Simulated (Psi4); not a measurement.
**AlCl2F (SMILES [F][Al]([Cl])[Cl]): M06-L/def2-SVPD**

Aim: the vertical electron affinity of AlCl2F at M06-L/def2-SVPD, from 2 runs. 

The calculation is run with Psi4 1.11.

## (1) The molecule

The species is AlCl2F (4 atoms), meant as a singlet with charge 0. SMILES: `[F][Al]([Cl])[Cl]`. Geometry: relaxed at PBE0-D4/def2-TZVP.

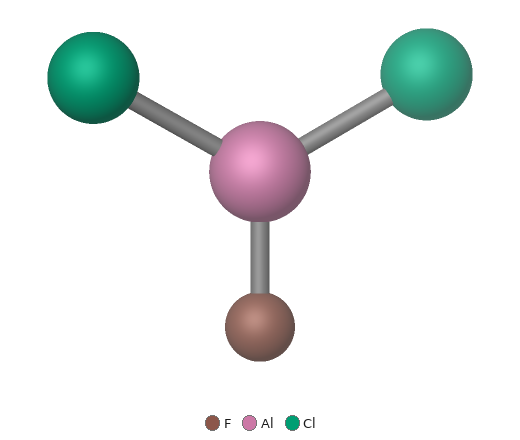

Viewed from a chosen angle; fluorine brown, aluminium pink, chlorine teal.

## (2) Energy and forces at M06-L/def2-SVPD

The input, job.in:

```
memory 2200 mb

molecule mol {
  F      0.16519986     0.73362948     3.17918075
  Al     0.00907069     0.04068580     0.17687837
  Cl     2.31121064    -2.76597323    -1.25373880
  Cl    -2.48550008     1.99163905    -2.10233921
  units au
  symmetry c1
  no_reorient
  no_com
}

set {
  basis                def2-SVPD
  reference            rks
  puream               true
  e_convergence        1e-09
  d_convergence        1e-08
  scf_type             pk
  dft_radial_points    99
  dft_spherical_points 590
}

e = gradient('m06-l')
print_variables()
```

Run with:

```sh
psi4 job.in job.out -n 1
```

job.out:

```text
[...]
  Running in c1 symmetry.
[...]
  Nuclear repulsion =  244.295361815582481
[...]
  Multiplicity = 1
[...]
  Nalpha       = 28
  Nbeta        = 28
[...]
    Number of basis functions: 101
[...]
   @RKS iter   1: -1262.32177785865224   -2.14255e-01   5.93011e-03 ADIIS/DIIS
[...]
   @RKS iter  11: -1262.45699311474573   -4.09273e-12   2.55857e-09 DIIS
[...]
    Orbital Energies [Eh]
    ---------------------
    Doubly Occupied:
       1A   -101.160916     2A   -101.160905     3A    -55.851134
       4A    -24.500529     5A     -9.428980     6A     -9.428979
       7A     -7.138333     8A     -7.138328     9A     -7.133419
      10A     -7.133417    11A     -7.132570    12A     -7.132561
      13A     -4.199547    14A     -2.710685    15A     -2.705500
      16A     -2.705042    17A     -1.137792    18A     -0.808374
      19A     -0.798342    20A     -0.457115    21A     -0.407300
      22A     -0.402248    23A     -0.396544    24A     -0.370134
      25A     -0.338581    26A     -0.333705    27A     -0.327094
      28A     -0.315193
[...]
  @RKS Final Energy: -1262.45699311474573
   => Energetics <=
    Nuclear Repulsion Energy =            244.2953618155824813
    One-Electron Energy =               -2233.9160855855279806
    Two-Electron Energy =                 812.9309997766255265
    DFT Exchange-Correlation Energy =     -85.7672691214256275
    Empirical Dispersion Energy =           0.0000000000000000
    VV10 Nonlocal Energy =                  0.0000000000000000
    Total Energy =                      -1262.4569931147457282
[...]
 Multipole Moments:
 ------------------------------------------------------------------------------------
     Multipole            Electronic (a.u.)      Nuclear  (a.u.)        Total (a.u.)
 ------------------------------------------------------------------------------------
 L = 1.  Multiply by 2.5417464519 to convert [e a0] to [Debye]
 Dipole X            :          1.3501068           -1.3582028           -0.0080960
 Dipole Y            :          5.9966796           -6.0321003           -0.0354207
 Dipole Z            :         25.9886130          -26.1412806           -0.1526676
 Magnitude           :                                                    0.1569318
[...]
  -Total Gradient:
     Atom            X                  Y                   Z
    ------   -----------------  -----------------  -----------------
       1       -0.000747093775    -0.003324677346    -0.014418252717
       2        0.000549193939     0.002451765674     0.010656883905
       3       -0.002080155208     0.002596921507     0.001491092580
       4        0.002277825847    -0.001725752010     0.002261321517
[...]
```

Run time: 17 s. Hardware: 1 thread of Intel Xeon 6975P-C (Granite Rapids), shared host; peak memory 1.1 GiB.

## (3) The doublet anion

The input, job.dat:

```
memory 2.2 GB

molecule {
  -1 2
  F      0.16519986     0.73362948     3.17918075
  Al     0.00907069     0.04068580     0.17687837
  Cl     2.31121064    -2.76597323    -1.25373880
  Cl    -2.48550008     1.99163905    -2.10233921
  units au
  symmetry c1
  no_reorient
  no_com
}

set globals {
  basis def2-SVPD
  reference uks
  puream true
  e_convergence 1e-09
  d_convergence 1e-08
  scf_type pk
  dft_radial_points 99
  dft_spherical_points 590
  maxiter 100
}

e, wfn = gradient('m06-l', return_wfn=True)
```

Run with:

```sh
psi4 job.dat job.out -n 1
```

job.out:

```text
[...]
  Running in c1 symmetry.
[...]
  Nuclear repulsion =  244.295361815582481
[...]
  Multiplicity = 2
[...]
  Nalpha       = 29
  Nbeta        = 28
[...]
    Number of basis functions: 101
[...]
   @UKS iter   1: -1262.22559175661195   -1.18069e-01   6.77043e-03 ADIIS/DIIS
[...]
   @UKS iter  16: -1262.44251420387218   -1.59162e-12   7.11426e-09 DIIS
[...]
   @S^2 Observed:                7.553856491E-01
[...]
    Orbital Energies [Eh]
    ---------------------
    Alpha Occupied:
       1A   -100.962899     2A   -100.962888     3A    -55.623051
       4A    -24.298759     5A     -9.233243     6A     -9.233242
       7A     -6.941750     8A     -6.941745     9A     -6.938102
      10A     -6.938101    11A     -6.937440    12A     -6.937432
      13A     -3.972188    14A     -2.480781    15A     -2.480051
      16A     -2.479171    17A     -0.939020    18A     -0.619117
      19A     -0.609850    20A     -0.264414    21A     -0.216211
      22A     -0.209934    23A     -0.200871    24A     -0.179389
      25A     -0.153623    26A     -0.150794    27A     -0.141404
      28A     -0.132770    29A      0.084821
    Alpha Virtual:
[...]
  @UKS Final Energy: -1262.44251420387218
   => Energetics <=
    Nuclear Repulsion Energy =            244.2953618155824813
    One-Electron Energy =               -2245.0577627763500459
    Two-Electron Energy =                 824.2730620568386257
    DFT Exchange-Correlation Energy =     -85.9531752999433252
    Empirical Dispersion Energy =           0.0000000000000000
    VV10 Nonlocal Energy =                  0.0000000000000000
    Total Energy =                      -1262.4425142038721788
[...]
 Multipole Moments:
 ------------------------------------------------------------------------------------
     Multipole            Electronic (a.u.)      Nuclear  (a.u.)        Total (a.u.)
 ------------------------------------------------------------------------------------
 L = 1.  Multiply by 2.5417464519 to convert [e a0] to [Debye]
 Dipole X            :          1.3601148           -1.3582028            0.0019120
 Dipole Y            :          6.0373753           -6.0321003            0.0052749
 Dipole Z            :         26.1601497          -26.1412806            0.0188690
 Magnitude           :                                                    0.0196856
[...]
  -Total Gradient:
     Atom            X                  Y                   Z
    ------   -----------------  -----------------  -----------------
       1       -0.002182867944    -0.009626451906    -0.041631005730
       2        0.000068651354     0.000116064073     0.000275885885
       3       -0.024157972732     0.029748613516     0.016158632414
       4        0.026266404637    -0.020265008326     0.025078451117
[...]
```

It took 31 s on 1 thread of Intel Xeon 6975P-C (Granite Rapids), shared host; peak memory 1.1 GiB.

## (4) Outcome

Level: M06-L/def2-SVPD.

| quantity | value |
| --- | --- |
| singlet AlCl2F: total energy | -1262.45699 Eh |
| singlet AlCl2F: dipole moment | 0.40 D |
| singlet AlCl2F: HOMO energy | -8.58 eV |
| singlet AlCl2F: LUMO energy | -1.65 eV |
| singlet AlCl2F: HOMO–LUMO gap | 6.92 eV |
| singlet AlCl2F: largest force on an atom | 0.762 eV/Å |
| doublet anion: total energy | -1262.44251 Eh |
| doublet anion: HOMO energy (highest over α and β) | 2.31 eV |
| doublet anion: LUMO energy (lowest over α and β) | 2.48 eV |
| doublet anion: ⟨S²⟩ | 0.755 |
| doublet anion: largest force on an atom | 2.200 eV/Å |
| vertical electron affinity (to the doublet anion) | -0.394 eV |

What this shows: The anion lies 0.39 eV (38.0 kJ/mol) above the neutral: the electron isn't bound at this level, and such a value depends on the basis. The largest force (singlet AlCl2F) is 0.76 eV/Å: the shape isn't a stationary point for this species at this level. The HOMO (doublet anion) lies at positive energy, 2.31 eV, as semi-local functionals often give for anions; only total energies tell whether the electron is bound.
